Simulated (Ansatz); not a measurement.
## Ge (diamond structure), cut as [110] fin, 0.58 nm along [001] by 2.04 nm along [1-10], dimers on {100} faces

All values below come from PBE (plane waves to 420 eV, PAW; Ansatz, a quantum-chemistry and plane-wave program).

k-points: Γ-centred 1×1×3 mesh; occupations: Fermi-Dirac, 0.020 eV; spin polarisation not allowed. Scalar-relativistic, no spin-orbit coupling.

 The relaxation kept the symmetry of its start, so a lower minimum of less symmetry isn't excluded. The period along the axis is held at the bulk value.

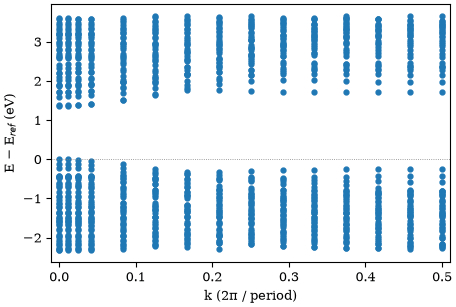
*Levels along the axis at 15 k-points, drawn as points, zero at the top of the valence band*

Electronic character: not metallic; Kohn-Sham band gap: 1.36 eV. Only levels within the plotted window are shown.
